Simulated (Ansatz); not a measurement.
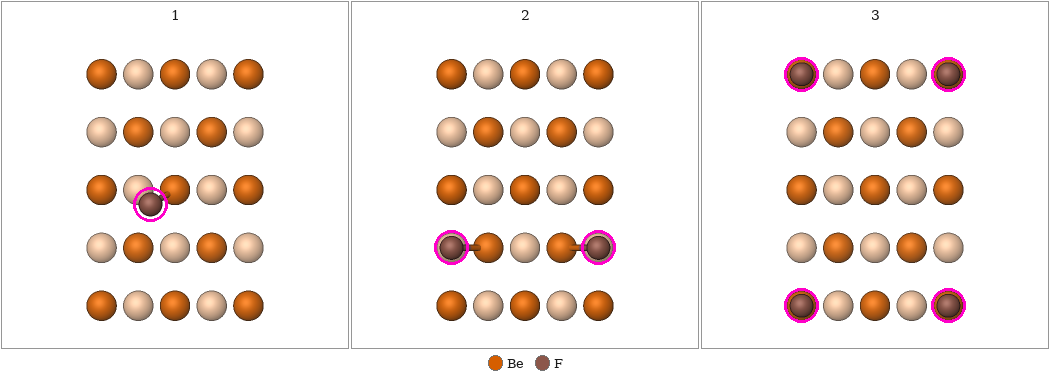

F on a Be(100) slab cut from the P6_3/mmc phase, its upper half relaxed before the scan (24 atoms of substrate and one adsorbate in a 2 × 2 cell). 
- F is moved over the surface cell; relaxed at each place: the height of the adsorbate's atoms; substrate rigid; the origin of the map has the adsorbate above Be21.
- Places are given modulo a cell vector. The map is drawn in real space over the plane of the surface.
- The scan uses a 6 × 8 grid; 20 points were computed and 28 follow by symmetry.
- Places are given in fractions of the 1 × 1 surface cell.
- Energies are in eV, from the lowest grid point.
- The runs have no spin polarisation; a magnetic state may lie lower.
- The calculation used Ansatz 0.2.0, DFT PBE, scalar-relativistic, plane waves, PAW. Settings: cutoff 420 eV, k-mesh 6×4×1, gaussian smearing 0.1 eV, no spin polarisation.

The numbered pictures are structures from this grid. Rings mark the moved atoms.

Question: Which is the most stable, and how do the others follow?

Answer: 1, at (4/6, 7/8) of the cell vectors [nearest 1 Be at 1.55 Å]: 0.26 eV; 3, at the top site over a surface Be atom, (0/6, 0/8) of the cell vectors: 0.43 eV; 2, at the trough between two rows of top atoms, (0/6, 4/8) of the cell vectors: 0.95 eV.

The map, with the structures marked:

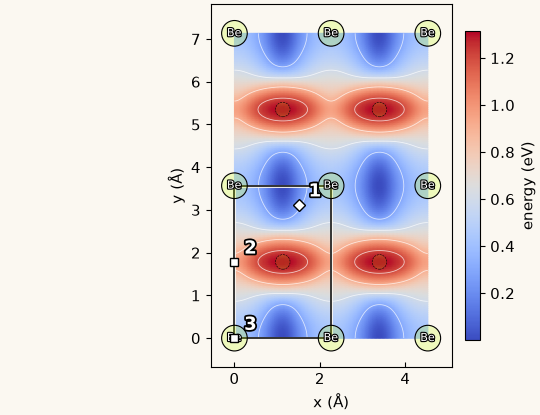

Drawn: a smooth colour map with a few white contour lines, labelled circles for the atoms of the top layer and small ones for the second layer, the outline of one cell of the 2 × 2 shown. Between grid points the surface is interpolated.
